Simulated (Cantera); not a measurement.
Input: 1 mol Cu, 11 mol HF, 32 mol H2, held at 380 Pa.

Method: chemical equilibrium by Gibbs-energy minimisation in Cantera with the NASA 1993 tables (ideal gas, pure condensed phases). Candidate condensed phases: Cu, CuF2; 15 gas species. Kinetics and transport are ignored.

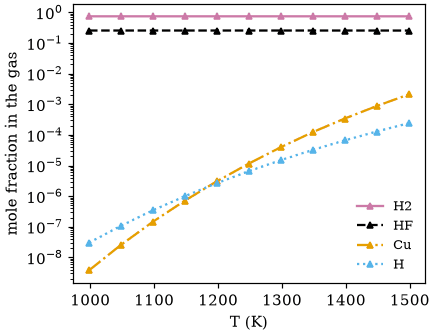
Equilibrium gas composition (values under 1e-9 drawn at 1e-9)

Q: Read off the mole fractions at 998 K.

A: H2 about 0.74, HF about 0.26, H about 3.0e-8.
